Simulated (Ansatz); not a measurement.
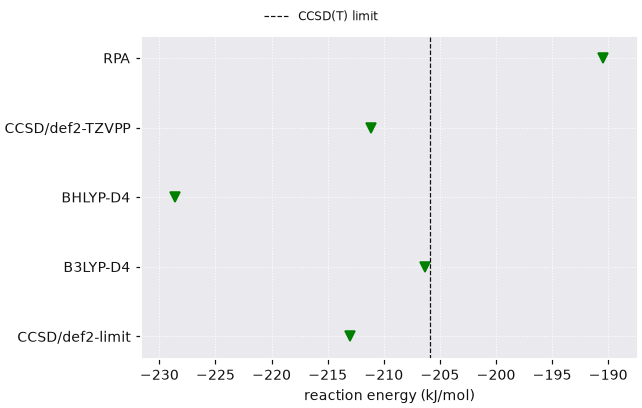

Electronic reaction energy of CdNH₃O ([NH2][Cd][OH]) + BBrF₂ (FB(F)Br) → CdNH₂Br ([NH2][Cd][Br]) + BHOF₂ (OB(F)F) (SMILES in brackets) at several levels (functionals in def2-TZVPP unless a basis is named), isolated molecules at PBE0-D4 triple-zeta geometries, minima by their frequencies, no zero-point or thermal terms, the Ansatz code 0.2.0. The line is frozen-core CCSD(T) at the basis limit (MP2 extrapolated from triple and quadruple zeta, plus CCSD(T) less MP2 in a smaller set). RPA holds a correlation term that converges slowly with the basis, so part of the distance to the limit is basis error. The distance of CCSD/def2-TZVPP to the limit includes basis error. Core potentials past Kr.

What range do the values span, the line included?

From −228.6 kJ/mol (BHLYP-D4) to −190.4 kJ/mol (RPA).

Give the values.

```tsv
level	kJ/mol	less CCSD(T) limit
RPA	−190.4	15.4
CCSD/def2-TZVPP	−211.2	−5.3
BHLYP-D4	−228.6	−22.7
B3LYP-D4	−206.3	−0.5
CCSD/def2-limit	−213.0	−7.1
CCSD(T) limit	−205.8	0.0
```

Caveats: no scalar relativity up to krypton; outer-core shells are correlated without core-valence functions, which makes the correlated values less sure.
